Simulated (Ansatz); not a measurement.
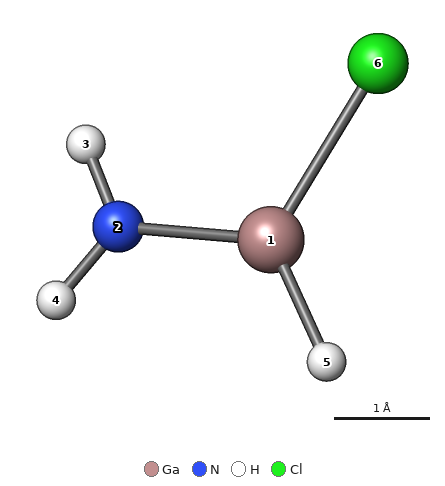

The starting structure (ball-and-stick view, seen at an oblique angle; atoms are numbered from 1 in the order of the input). Sticks mark near contacts.

**Nudged elastic band of GaNH$_{3}$Cl (part 1 of 2)**

The run: nudged elastic band of GaNH$_{3}$Cl. Method and program: RKS PBE-D4/def2-SVP (Ansatz 0.2.0).

The run did not end well. One setting was made poor on purpose. It belongs to a series of runs on one base structure; here: band between the two ends.

## The input
```yaml
crystal:
  periodic: [false, false, false]
  atoms:
    - { symbol: Ga, position_ang: [0.655954, 0.04307, 0.025568] }
    - { symbol: "N", position_ang: [0.949239, -0.026047, 1.812595] }
    - { symbol: H, position_ang: [0.19893, -0.120437, 2.499283] }
    - { symbol: H, position_ang: [1.873409, 0.004123, 2.245404] }
    - { symbol: H, position_ang: [1.747545, 0.182322, -1.076789] }
    - { symbol: Cl, position_ang: [-1.441876, -0.08303, -0.518361] }
basis:
  gaussian: { orbitals: def2-SVP }
hamiltonian:
  xc: pbe
  dispersion: d4
neb:
  order_check: false
  images: 7
  f_tol: 0.05
  max_iterations: 60
  max_displacement: 0.02
  optimiser: lbfgs
  final_atoms:
    - { symbol: Ga, position_ang: [0.25857065, -1.15725109, -0.62325188] }
    - { symbol: "N", position_ang: [1.28965807, 0.13503426, 1.15538422] }
    - { symbol: H, position_ang: [0.41486359, 0.57984775, 1.47707821] }
    - { symbol: H, position_ang: [1.70837293, -0.36965414, 1.94834189] }
    - { symbol: H, position_ang: [1.94689746, 0.87924408, 0.88475354] }
    - { symbol: Cl, position_ang: [-1.63516169, -0.06721986, 0.14539402] }
  initial_path:
    images:
      - { positions_ang: [[0.655954, 0.04307, 0.025568], [0.949239, -0.026047, 1.812595], [0.19893, -0.120437, 2.499283], [1.873409, 0.004123, 2.245404], [1.747545, 0.182322, -1.076789], [-1.441876, -0.08303, -0.518361]] }
      - { positions_ang: [[0.49244496, 0.03448977, 0.01880553], [1.05852689, -0.02165414, 1.76372671], [0.27608885, -0.16092694, 2.4101453], [1.97072545, 0.06714416, 2.22192006], [1.75064511, 0.13749439, -0.75666056], [-1.56523026, -0.05654624, -0.67023703]] }
      - { positions_ang: [[0.32893592, 0.02590955, 0.01204305], [1.16781478, -0.01726128, 1.71485843], [0.3532477, -0.20141687, 2.32100759], [2.0680419, 0.13016532, 2.19843611], [1.75374522, 0.09266677, -0.43653213], [-1.68858452, -0.03006249, -0.82211306]] }
      - { positions_ang: [[0.16542688, 0.01732932, 0.00528058], [1.27710267, -0.01286842, 1.66599014], [0.43040655, -0.24190681, 2.23186989], [2.16535835, 0.19318648, 2.17495217], [1.75684532, 0.04783916, -0.11640369], [-1.81193878, -0.00357873, -0.9739891]] }
      - { positions_ang: [[0.00191784, 0.0087491, -0.00148189], [1.38639056, -0.00847556, 1.61712186], [0.50756541, -0.28239674, 2.14273219], [2.26267479, 0.25620764, 2.15146823], [1.75994543, 0.00301154, 0.20372475], [-1.93529304, 0.02290502, -1.12586513]] }
      - { positions_ang: [[0.06608104, -0.28275095, -0.15692439], [1.36220744, 0.0274019, 1.50168745], [0.48438995, -0.06683562, 1.97631869], [2.12409933, 0.0997422, 2.10068664], [1.80668344, 0.22206968, 0.37398195], [-1.8602602, 0.0003738, -0.80805034]] }
      - { positions_ang: [[0.13024424, -0.574251, -0.31236689], [1.33802431, 0.06327935, 1.38625304], [0.4612145, 0.1487255, 1.8099052], [1.98552386, -0.05672325, 2.04990506], [1.85342145, 0.44112781, 0.54423915], [-1.78522736, -0.02215742, -0.49023556]] }
      - { positions_ang: [[0.19440745, -0.86575104, -0.46780938], [1.31384119, 0.09915681, 1.27081863], [0.43803904, 0.36428662, 1.64349171], [1.84694839, -0.21318869, 1.99912347], [1.90015945, 0.66018594, 0.71449634], [-1.71019452, -0.04468864, -0.17242077]] }
      - { positions_ang: [[0.25857065, -1.15725109, -0.62325188], [1.28965807, 0.13503426, 1.15538422], [0.41486359, 0.57984775, 1.47707821], [1.70837293, -0.36965414, 1.94834189], [1.94689746, 0.87924408, 0.88475354], [-1.63516169, -0.06721986, 0.14539402]] }
```

Run on 1 thread of Arm Neoverse V1, 24 GiB of memory available, shared host.

Launch command:
```bash
ansatz run input.yaml --threads 1 --pin off --max-ram 2048MiB --backend cpu --events-out ev --progress --plain --runs-dir out
```

## Output
```
Engine: ansatz 0.2.0, aarch64-unknown-linux-gnu
Functional definition: PBE
  parameter kappa = 0.804
  parameter beta = 0.06672455060314922
  exchange = pbe_x(kappa = kappa, mu = beta*pi^2/3)
  correlation = pbe_c(beta = beta)
896 factors; their error is unknown
mean field evaluation 1: about -66405.2234 eV, gradient 7.1e1 eV
mean field evaluation 2: about -66349.0671 eV, gradient 1.4e2 eV
mean field evaluation 4: about -66414.3760 eV, gradient 1.4e1 eV
mean field evaluation 8: about -66414.7332 eV, gradient 1.6e-1 eV
mean field evaluation 16: about -66414.6874 eV, gradient 1.1e-4 eV
mean field -66414.68743187 eV, -2440.6947456292 hartree, gradient 2.2e-5 eV, S^2 0.000000; 0 other end points of the search recorded, 0 dependent functions left out
the calculation of the forces begins
reference -66414.68746702 eV, -2440.6947469210 hartree; 29, 29 occupied and 50, 50 virtual orbitals, 896 factors
896 factors; their error is unknown
mean field evaluation 32: about -66415.0077 eV, gradient 2.3e-4 eV
mean field -66415.00768060 eV, -2440.7065145531 hartree, gradient 2.2e-5 eV, S^2 0.000000; 0 other end points of the search recorded, 0 dependent functions left out
[... from here on the field's lines of each further geometry are left out, up to the last ...]
NEB iter   1: max|band force component| = 5.184e0 eV/Å  barrier→ = 4.1262 eV  barrier← = 4.4577 eV  Δτ_max = 0.0200 Å  (248 SCF iters)
NEB iter   2: max|band force component| = 4.342e0 eV/Å  barrier→ = 4.0371 eV  barrier← = 4.3687 eV  Δτ_max = 0.0200 Å  (205 SCF iters)
NEB iter   3: max|band force component| = 3.591e0 eV/Å  barrier→ = 3.9378 eV  barrier← = 4.2693 eV  Δτ_max = 0.0200 Å  (201 SCF iters)
NEB iter   4: max|band force component| = 3.112e0 eV/Å  barrier→ = 3.8522 eV  barrier← = 4.1837 eV  Δτ_max = 0.0200 Å  (205 SCF iters)
NEB iter   5: max|band force component| = 2.747e0 eV/Å  barrier→ = 3.7708 eV  barrier← = 4.1023 eV  Δτ_max = 0.0200 Å  (203 SCF iters)
NEB iter   6: max|band force component| = 2.429e0 eV/Å  barrier→ = 3.6858 eV  barrier← = 4.0173 eV  Δτ_max = 0.0200 Å  (202 SCF iters)
NEB iter   7: max|band force component| = 2.193e0 eV/Å  barrier→ = 3.5957 eV  barrier← = 3.9272 eV  Δτ_max = 0.0200 Å  (199 SCF iters)
NEB iter   8: max|band force component| = 1.992e0 eV/Å  barrier→ = 3.5097 eV  barrier← = 3.8413 eV  Δτ_max = 0.0200 Å  (198 SCF iters)
NEB iter   9: max|band force component| = 1.829e0 eV/Å  barrier→ = 3.4272 eV  barrier← = 3.7587 eV  Δτ_max = 0.0200 Å  (201 SCF iters)
NEB iter  10: max|band force component| = 1.692e0 eV/Å  barrier→ = 3.3464 eV  barrier← = 3.6779 eV  Δτ_max = 0.0200 Å  (200 SCF iters)
NEB iter  11: max|band force component| = 1.605e0 eV/Å  barrier→ = 3.2669 eV  barrier← = 3.5984 eV  Δτ_max = 0.0200 Å  (201 SCF iters)
NEB iter  12: max|band force component| = 1.562e0 eV/Å  barrier→ = 3.1888 eV  barrier← = 3.5203 eV  Δτ_max = 0.0200 Å  (200 SCF iters)
NEB iter  13: max|band force component| = 1.532e0 eV/Å  barrier→ = 3.1112 eV  barrier← = 3.4427 eV  Δτ_max = 0.0200 Å  (200 SCF iters)
NEB iter  14: max|band force component| = 1.491e0 eV/Å  barrier→ = 3.0343 eV  barrier← = 3.3658 eV  Δτ_max = 0.0200 Å  (201 SCF iters)
NEB iter  15: max|band force component| = 1.458e0 eV/Å  barrier→ = 2.9588 eV  barrier← = 3.2904 eV  Δτ_max = 0.0200 Å  (200 SCF iters)
NEB iter  16: max|band force component| = 1.426e0 eV/Å  barrier→ = 2.8849 eV  barrier← = 3.2165 eV  Δτ_max = 0.0200 Å  (198 SCF iters)
NEB iter  17: max|band force component| = 1.392e0 eV/Å  barrier→ = 2.8114 eV  barrier← = 3.1430 eV  Δτ_max = 0.0200 Å  (200 SCF iters)
NEB iter  18: max|band force component| = 1.368e0 eV/Å  barrier→ = 2.7393 eV  barrier← = 3.0708 eV  Δτ_max = 0.0200 Å  (199 SCF iters)
NEB iter  19: max|band force component| = 1.335e0 eV/Å  barrier→ = 2.6995 eV  barrier← = 3.0310 eV  Δτ_max = 0.0200 Å  (199 SCF iters)
NEB iter  20: max|band force component| = 1.301e0 eV/Å  barrier→ = 2.6670 eV  barrier← = 2.9986 eV  Δτ_max = 0.0200 Å  (197 SCF iters)
NEB iter  21: max|band force component| = 1.264e0 eV/Å  barrier→ = 2.6340 eV  barrier← = 2.9655 eV  Δτ_max = 0.0200 Å  (199 SCF iters)
NEB iter  22: max|band force component| = 1.214e0 eV/Å  barrier→ = 2.6009 eV  barrier← = 2.9324 eV  Δτ_max = 0.0200 Å  (201 SCF iters)
NEB iter  23: max|band force component| = 1.169e0 eV/Å  barrier→ = 2.5674 eV  barrier← = 2.8990 eV  Δτ_max = 0.0200 Å  (200 SCF iters)
NEB iter  24: max|band force component| = 1.118e0 eV/Å  barrier→ = 2.5346 eV  barrier← = 2.8661 eV  Δτ_max = 0.0200 Å  (200 SCF iters)
NEB iter  25: max|band force component| = 1.070e0 eV/Å  barrier→ = 2.5024 eV  barrier← = 2.8339 eV  Δτ_max = 0.0200 Å  (200 SCF iters)
NEB iter  26: max|band force component| = 1.024e0 eV/Å  barrier→ = 2.4713 eV  barrier← = 2.8028 eV  Δτ_max = 0.0200 Å  (201 SCF iters)
NEB iter  27: max|band force component| = 9.793e-1 eV/Å  barrier→ = 2.4415 eV  barrier← = 2.7730 eV  Δτ_max = 0.0200 Å  (199 SCF iters)
NEB iter  28: max|band force component| = 9.361e-1 eV/Å  barrier→ = 2.4131 eV  barrier← = 2.7446 eV  Δτ_max = 0.0200 Å  (200 SCF iters)
NEB iter  29: max|band force component| = 8.967e-1 eV/Å  barrier→ = 2.3863 eV  barrier← = 2.7178 eV  Δτ_max = 0.0200 Å  (200 SCF iters)
NEB iter  30: max|band force component| = 8.596e-1 eV/Å  barrier→ = 2.3613 eV  barrier← = 2.6928 eV  Δτ_max = 0.0200 Å  (201 SCF iters)
NEB iter  31: max|band force component| = 8.236e-1 eV/Å  barrier→ = 2.3381 eV  barrier← = 2.6696 eV  Δτ_max = 0.0200 Å  (198 SCF iters)
NEB iter  32: max|band force component| = 7.927e-1 eV/Å  barrier→ = 2.3166 eV  barrier← = 2.6482 eV  Δτ_max = 0.0200 Å  (199 SCF iters)
NEB iter  33: max|band force component| = 7.624e-1 eV/Å  barrier→ = 2.2973 eV  barrier← = 2.6289 eV  Δτ_max = 0.0200 Å  (200 SCF iters)
NEB iter  34: max|band force component| = 7.340e-1 eV/Å  barrier→ = 2.2799 eV  barrier← = 2.6114 eV  Δτ_max = 0.0200 Å  (201 SCF iters)
NEB iter  35: max|band force component| = 7.086e-1 eV/Å  barrier→ = 2.2645 eV  barrier← = 2.5960 eV  Δτ_max = 0.0200 Å  (200 SCF iters)
NEB iter  36: max|band force component| = 6.847e-1 eV/Å  barrier→ = 2.2512 eV  barrier← = 2.5827 eV  Δτ_max = 0.0200 Å  (198 SCF iters)
NEB iter  37: max|band force component| = 6.909e-1 eV/Å  barrier→ = 2.2395 eV  barrier← = 2.5711 eV  Δτ_max = 0.0134 Å  (198 SCF iters)
NEB iter  38: max|band force component| = 6.759e-1 eV/Å  barrier→ = 2.2325 eV  barrier← = 2.5640 eV  Δτ_max = 0.0200 Å  (198 SCF iters)
NEB iter  39: max|band force component| = 6.771e-1 eV/Å  barrier→ = 2.2235 eV  barrier← = 2.5550 eV  Δτ_max = 0.0129 Å  (201 SCF iters)
NEB iter  40: max|band force component| = 6.649e-1 eV/Å  barrier→ = 2.2184 eV  barrier← = 2.5499 eV  Δτ_max = 0.0200 Å  (196 SCF iters)
NEB iter  41: max|band force component| = 6.608e-1 eV/Å  barrier→ = 2.2113 eV  barrier← = 2.5429 eV  Δτ_max = 0.0200 Å  (199 SCF iters)
NEB iter  42: max|band force component| = 6.481e-1 eV/Å  barrier→ = 2.2078 eV  barrier← = 2.5393 eV  Δτ_max = 0.0200 Å  (200 SCF iters)
NEB iter  43: max|band force component| = 6.435e-1 eV/Å  barrier→ = 2.2038 eV  barrier← = 2.5353 eV  Δτ_max = 0.0200 Å  (199 SCF iters)
NEB iter  44: max|band force component| = 6.208e-1 eV/Å  barrier→ = 2.2014 eV  barrier← = 2.5330 eV  Δτ_max = 0.0200 Å  (196 SCF iters)
NEB iter  45: max|band force component| = 6.241e-1 eV/Å  barrier→ = 2.1987 eV  barrier← = 2.5302 eV  Δτ_max = 0.0114 Å  (202 SCF iters)
NEB iter  46: max|band force component| = 6.222e-1 eV/Å  barrier→ = 2.1959 eV  barrier← = 2.5275 eV  Δτ_max = 0.0200 Å  (197 SCF iters)
NEB iter  47: max|band force component| = 6.240e-1 eV/Å  barrier→ = 2.1911 eV  barrier← = 2.5227 eV  Δτ_max = 0.0113 Å  (200 SCF iters)
NEB iter  48: max|band force component| = 6.346e-1 eV/Å  barrier→ = 2.1884 eV  barrier← = 2.5199 eV  Δτ_max = 0.0114 Å  (193 SCF iters)
NEB iter  49: max|band force component| = 6.350e-1 eV/Å  barrier→ = 2.1856 eV  barrier← = 2.5171 eV  Δτ_max = 0.0114 Å  (196 SCF iters)
NEB iter  50: max|band force component| = 6.359e-1 eV/Å  barrier→ = 2.1826 eV  barrier← = 2.5142 eV  Δτ_max = 0.0114 Å  (188 SCF iters)
NEB iter  51: max|band force component| = 6.351e-1 eV/Å  barrier→ = 2.1794 eV  barrier← = 2.5110 eV  Δτ_max = 0.0200 Å  (189 SCF iters)
NEB iter  52: max|band force component| = 6.328e-1 eV/Å  barrier→ = 2.1729 eV  barrier← = 2.5044 eV  Δτ_max = 0.0200 Å  (188 SCF iters)
NEB iter  53: max|band force component| = 6.061e-1 eV/Å  barrier→ = 2.1654 eV  barrier← = 2.4969 eV  Δτ_max = 0.0200 Å  (196 SCF iters)
NEB iter  54: max|band force component| = 6.006e-1 eV/Å  barrier→ = 2.1550 eV  barrier← = 2.4865 eV  Δτ_max = 0.0200 Å  (194 SCF iters)
NEB iter  55: max|band force component| = 5.737e-1 eV/Å  barrier→ = 2.1420 eV  barrier← = 2.4735 eV  Δτ_max = 0.0200 Å  (188 SCF iters)
NEB iter  56: max|band force component| = 5.365e-1 eV/Å  barrier→ = 2.1235 eV  barrier← = 2.4551 eV  Δτ_max = 0.0200 Å  (195 SCF iters)
NEB iter  57: max|band force component| = 5.092e-1 eV/Å  barrier→ = 2.1011 eV  barrier← = 2.4326 eV  Δτ_max = 0.0200 Å  (193 SCF iters)
NEB iter  58: max|band force component| = 8.106e-1 eV/Å  barrier→ = 2.0728 eV  barrier← = 2.4043 eV  CI = image 3  Δτ_max = 0.0122 Å  (193 SCF iters)
NEB iter  59: max|band force component| = 7.156e-1 eV/Å  barrier→ = 2.0902 eV  barrier← = 2.4217 eV  CI = image 3  Δτ_max = 0.0200 Å  (196 SCF iters)
the calculation of the forces begins
reference -66414.37234505 eV, -2440.6831664021 hartree; 29, 29 occupied and 50, 50 virtual orbitals, 896 factors
these checks for a lower state are left out or cut short: starts, cluster_reference, orbital_swaps, neighbouring_geometries, increment
896 factors; their error is unknown
mean field -66414.77839511 eV, -2440.6980884666 hartree, gradient 1.5e-5 eV, S^2 0.000000; 0 other end points of the search recorded, 0 dependent functions left out
the calculation of the forces begins
reference -66414.77842868 eV, -2440.6980897002 hartree; 29, 29 occupied and 50, 50 virtual orbitals, 896 factors
NEB iter  60: max|band force component| = 5.549e-1 eV/Å  barrier→ = 2.1129 eV  barrier← = 2.4445 eV  CI = image 3  Δτ_max = 0.0200 Å  (190 SCF iters)
```
